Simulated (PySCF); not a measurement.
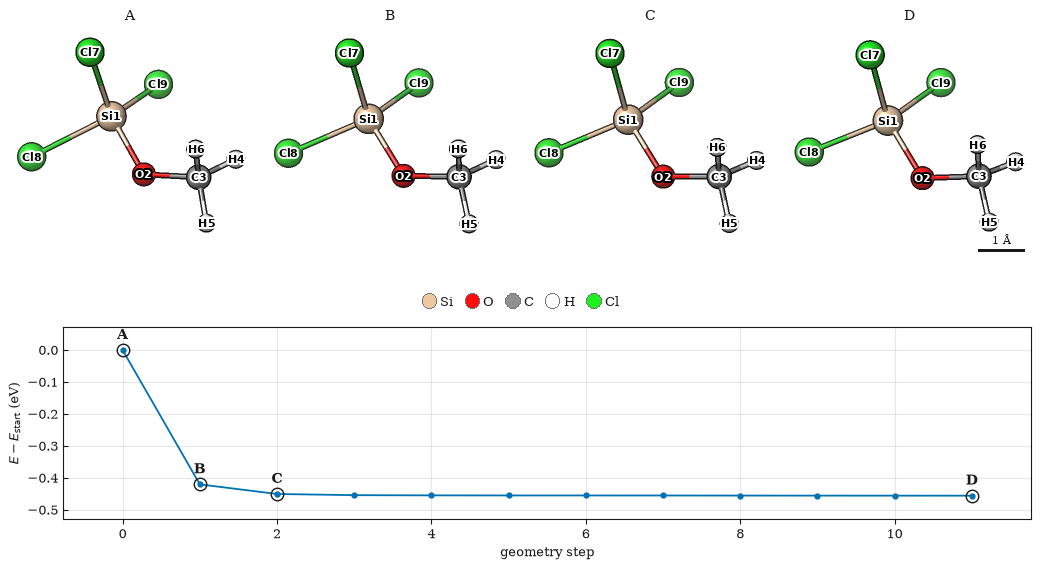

Frames of a relaxation of CH₃Cl₃OSi, marked on the history of the run. Style: ball-and-stick. Shown from a free direction.

The start comes from GFN2-xTB. Its atoms were then displaced at random by about 0.03 Å.

All numbers below come from PBE0-D3(BJ)/def2-SVP geometry optimisation, gas phase (PySCF). 

### Describe the path.

The energy falls by 0.456 eV in 11 geometry steps. The atom that moves furthest after the best rigid fit is Cl8 (0.17 Å). Largest moves by element: Cl 0.17 Å, H 0.16 Å, Si 0.12 Å, O 0.10 Å, C 0.06 Å. Some distances before and after: Si1–Cl9 1.963 → 2.044 Å, C3–H4 1.025 → 1.103 Å, Si1–Cl8 2.084 → 2.027 Å, Si1–Cl7 1.997 → 2.045 Å. Bond angles that change, for instance: O2–Si1–Cl8 99.5° → 107.4°, O2–C3–H4 117.2° → 111.1°, H4–C3–H6 102.9° → 108.8°. Cost: 2.1 min on 1 thread of AMD EPYC (shared host). From step 0 to 1: Cl8 moves most (0.13 Å), energy −0.420 eV. From step 1 to 2: H6 moves most (0.05 Å), energy −0.030 eV. From step 2 to 11: H6 moves most (0.08 Å), energy −0.005 eV.
